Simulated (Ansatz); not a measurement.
**HfN (110): surface energy and levels**

Aim: for HfN, compute energy, relaxation and work function or band edges of the (110) face.

Program: Ansatz 0.2.0. Level of theory: DFT PBEsol, scalar-relativistic, plane waves, PAW. These are calculated values, not measurements.

4 further runs of the same task are left out: 2 that didn't finish, 2 set aside as unsound or not needed.

## 1. Starting point

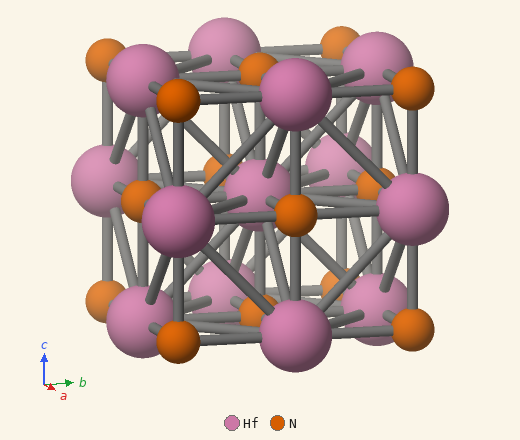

Start, viewed slightly off an axis; hafnium pink, nitrogen orange. Atoms on the faces are drawn again on the opposite ones. The cell drawn here is the conventional one.

As a file:

```
CELL_PARAMETERS angstrom
0.00000 2.25078 2.25078
2.25078 0.00000 2.25078
2.25078 2.25078 0.00000
ATOMIC_POSITIONS crystal
Hf 0.50000 0.50000 0.50000
N 0.00000 0.00000 0.00000
```

It is the result of an earlier relaxation at this level (volume 11.40 Å³/atom; gap on the mesh: none (metal)).

## 2. Bulk reference on the slab's mesh

The input, input.yaml:

```yaml
crystal:
  lattice:
    - [3.1830776068, 0.0, 0.0]
    - [0.0, 4.5015515216, 0.0]
    - [1.5915388034, 2.2507757608, 1.5915388034]
  atoms:
    - { symbol: Hf, position: [0.0, 0.5, 0.0] }
    - { symbol: "N", position: [0.0, 0.0, 0.0] }
basis:
  ecutwfc: 420
kpoints:
  mp_grid: { grid: [11, 8, 21] }
hamiltonian:
  xc: pbesol
scf:
  occupations: { method: gaussian, width: 0.1 }
output:
  forces: true
  stress: true
  eigenvalues: true
```

Command:

```
$ ansatz run input.yaml --threads 2 --pin off --max-ram 4096MiB --backend cpu --events-out ev --progress --plain --runs-dir out
```

The log of the run, shortened:

```text
Warning: crystal.symmetry: narrowed to the stabiliser of the k-point mesh — unitary ops 48 → 2; excluded 46 operations that carry a point of the 11×8×21 mesh (shift [0, 0, 0]) off the mesh (the run samples exactly the mesh kpoints.mp_grid names, as under crystal.symmetry.detect: false, [...]
Warning: RAYON_NUM_THREADS=2 ignored (pool sized by the plan → 2); use --threads N
[...]
Pseudopotentials: kind: paw
Pseudopotential: Hf, paw, valence charge 26, recommended cutoff 420 eV (normal), Hf.paw.azcp
Pseudopotential: N, paw, valence charge 5, recommended cutoff 420 eV (normal), N.paw.azcp
Functional definition: PBEsol
[...]
Crystal: 2 atoms, lattice volume = 22.805 Å³
Basis set: ecut = 420 eV, 459 PW (Γ), exchange–correlation on 48×64×48 points (8 copies of the dense FFT grid, shifted against one another)
Bands: 20, of which v1, the nominal top of the filled ones, is band 16 counted from 1 (15 counted from 0)
Symmetry: 2 space group operations
k-points: 925 of 1848
[...]
SCF iter   1: F=—  HF=-15980.249531 eV  |F-HF|=—  |Δ(HF+E_count)|=         —  Δρ=8.57e-3  dr2=1.47e-2  ethr=1.77e-3  ⟨swp⟩=4.9  Hψ=78736  notcnv=0
[...]
SCF iter   7: F=-15980.245336 eV  HF=-15980.245336 eV  |F-HF|=5.35e-9  |Δ(HF+E_count)|=   4.77e-8  Δρ=4.39e-6  dr2=3.08e-9  ethr=1.81e-10  ⟨swp⟩=5.0  Hψ=68533  notcnv=0
[...]
SCF converged after 7 iterations
Free energy (F): -15980.245336 eV
[...]
E sigma→0 (E₀):  -15980.243570 eV
Entropy (-TS):   -0.003533 eV (-1.767 meV/atom)
Fermi energy:    23.973109 eV
[...]
--- Forces (eV/Å), atoms counted from 1 ---
  atom   1  Hf     0.00000000     0.00000000     0.00000000
  atom   2  N      0.00000000     0.00000000     0.00000000
[...]
--- Stress (GPa, compression-positive) ---
       -0.086596       0.035185      -0.008239
        0.035185       0.104198       0.234385
       -0.008239       0.234385       0.092912
  P = ⅓ Tr σ = 0.0368 GPa (0.368 kbar)
--- Band table (eV; the first three rows and the last of 925) ---
  k-point 0: bands = ["-38.6608", "-7.0637", "-7.0625", "-7.0616", "6.4516", "11.3911", "11.3914", "11.3916", "11.4276", "11.5314", "11.5317", "11.5318", "21.0604", "21.0614", "21.0623", "23.5680", "23.5687", "23.5698", "25.8467", "25.9178"]
[...]
```

Run time: 7.4 s. Hardware: 2 threads of Intel Xeon 6975P-C (Granite Rapids), shared host; peak memory 0.76 GiB.

The bulk reference has the slab's in-plane cell, mesh and smearing. Its energy with the smearing taken to zero: -7990.1218 eV/atom.

## 3. Cutting the (110) slab

Miller indices refer to the conventional cell of the relaxed bulk, Fm-3m (No. 225): a = 4.502 Å, b = 4.502 Å, c = 4.502 Å, α = 90.00°, β = 90.00°, γ = 90.00°.

The slab is a (110) slab, 9.5 Å thick as cut, with 15 Å of vacuum; its outer planes are HfN (top) and HfN (bottom).

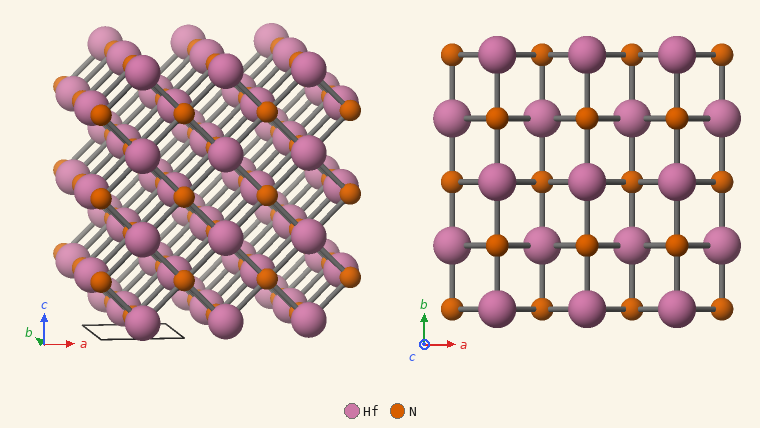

The slab as cut, seen from the side (left, normal up) and from above (right); hafnium pink, nitrogen orange. 3×2 surface cells are drawn, with atoms on the cell's edges repeated; the outline under the slab is one cell, and the vacuum is left out.

## 4. The slab as cut, atoms at the bulk's places

The cell repeats along c, and a dipole correction in the vacuum removes the field between the copies.

The input, input.yaml:

```yaml
crystal:
  lattice:
    - [3.1830776068, 0.0, 0.0]
    - [0.0, 4.5015515216, 0.0]
    - [0.0, 0.0, 24.5492328204]
  atoms:
    - { symbol: Hf, position: [0.5, 0.0, 0.3055085287] }
    - { symbol: "N", position: [0.5, 0.5, 0.3055085287] }
    - { symbol: Hf, position: [0.0, 0.5, 0.3703390191] }
    - { symbol: "N", position: [0.0, 0.0, 0.3703390191] }
    - { symbol: Hf, position: [0.5, 0.0, 0.4351695096] }
    - { symbol: "N", position: [0.5, 0.5, 0.4351695096] }
    - { symbol: Hf, position: [0.0, 0.5, 0.5] }
    - { symbol: "N", position: [0.0, 0.0, 0.5] }
    - { symbol: Hf, position: [0.5, 0.0, 0.5648304904] }
    - { symbol: "N", position: [0.5, 0.5, 0.5648304904] }
    - { symbol: Hf, position: [0.0, 0.5, 0.6296609809] }
    - { symbol: "N", position: [0.0, 0.0, 0.6296609809] }
    - { symbol: Hf, position: [0.5, 0.0, 0.6944914713] }
    - { symbol: "N", position: [0.5, 0.5, 0.6944914713] }
basis:
  ecutwfc: 420
kpoints:
  mp_grid: { grid: [11, 8, 1] }
hamiltonian:
  xc: pbesol
scf:
  occupations: { method: gaussian, width: 0.1 }
output:
  forces: true
  stress: true
  eigenvalues: true
  write_density: true
  write_potential: true
  elf: true
  volumetric_format: npy
efield:
  axis: 3
  dipole_correction: true
  ramp_width: 0.04
```

Command:

```
$ ansatz run input.yaml --threads 2 --pin off --max-ram 4096MiB --backend cpu --events-out ev --progress --plain --runs-dir out
```

The log of the run, shortened:

```text
Warning: RAYON_NUM_THREADS=2 ignored (pool sized by the plan → 2); use --threads N
[...]
[... 4 set-up lines as earlier in the session ...]
[...]
Crystal: 14 atoms, lattice volume = 351.761 Å³
Basis set: ecut = 420 eV, 6855 PW (Γ), exchange–correlation on 48×64×360 points (8 copies of the dense FFT grid, shifted against one another)
Bands: 131, of which v1, the nominal top of the filled ones, is band 109 counted from 1 (108 counted from 0)
Symmetry: 4 space group operations
k-points: 30 of 88
[...]
SCF iter   1: F=—  HF=-111856.128670 eV  |F-HF|=—  |Δ(HF+E_count)|=         —  Δρ=7.14e-3  dr2=2.75e-1  ethr=1.77e-3  p=0.000 e·Å  D=2.56e-13 V/Å  ΔV_dip=-0.00 eV  dr2_dipole=1.92e-8  V_vac-E_F(+/−)=3.85/3.85 eV  ⟨swp⟩=6.4  Hψ=14914  notcnv=0  defer=39
[...]
WARN: The output density's exchange-correlation potential varies sharply where the density is thin. Do not read a vacuum level from v_tot or v_xc, or from such a field of the output density. On a cell that repeats whose density bears no net charge and no dipole along the vacuum's axis use [...]
SCF converged after 10 iterations
Free energy (F): -111856.112472 eV
[...]
E sigma→0 (E₀):  -111856.097105 eV
Entropy (-TS):   -0.030735 eV (-2.195 meV/atom)
Fermi energy:    8.802804 eV
Dipole field:    D = -0.000001 V/Å  (p = -0.000003 e·Å, saw-weighted, corrected)
Work function:   Φ+ = 3.6914 eV   Φ− = 3.6914 eV
Levels:          The Fermi level and band energies are counted from a zero that moves with the ramp; work functions are not
[...]
--- Forces (eV/Å), atoms counted from 1 ---
  atom   1  Hf     0.00000000     0.00000000     0.88522327
  atom   2  N      0.00000000     0.00000000     1.04160165
  atom   3  Hf     0.00000000     0.00000000    -1.41286906
  atom   4  N      0.00000000     0.00000000    -0.61057784
  atom   5  Hf     0.00000000     0.00000000    -0.43162643
  atom   6  N      0.00000000     0.00000000     0.18900004
  atom   7  Hf     0.00000000     0.00000000    -0.00000011
  atom   8  N      0.00000000     0.00000000     0.00000011
[...]
--- Stress (GPa, compression-positive) ---
       -1.106546       0.000000       0.000000
        0.000000      -6.495409       0.000000
        0.000000       0.000000      -2.161827
  P = ⅓ Tr σ = -3.2546 GPa (-32.546 kbar)
--- Band table (eV; the first three rows and the last of 30) ---
[...]
```

Wall time 72 s (2 threads of Intel Xeon 6975P-C (Granite Rapids), shared host); peak memory 1.5 GiB.

Read from this run: work function 3.69 eV.

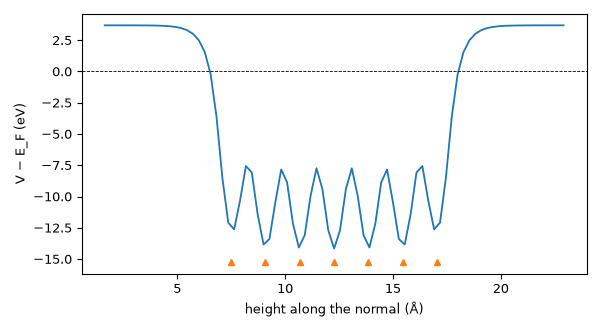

Plane-averaged electrostatic potential energy of an electron across the slab, counted from the Fermi level; triangles mark the atomic planes. The flat parts are the vacuum levels.

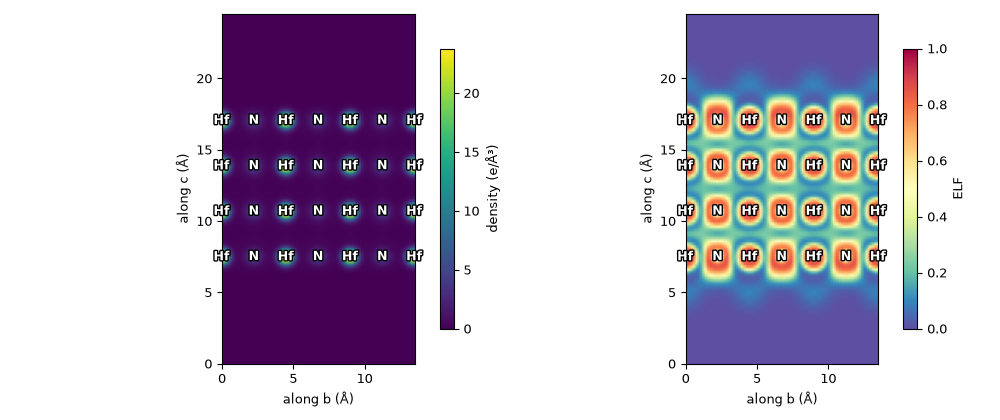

Density (left) and ELF (right) in a lattice plane of the grid's cell (edges 4.50 and 24.55 Å, at 0.500 of the third edge), which holds Hf and N. Only atoms in the plane are labelled; the density scale stops at 23.78 e/Å³. Both are smooth fields of the valence electrons: close to the nuclei they are not physical.

Outside the cores ELF peaks at 0.85 beside N, off the lines to its neighbours, 0.7 Å from N; 0.82 in the shell around N, 0.7 Å from N; 0.72 outside the outer layer, 2.3 Å from Hf.

(Part 1 of 2 ends here.)
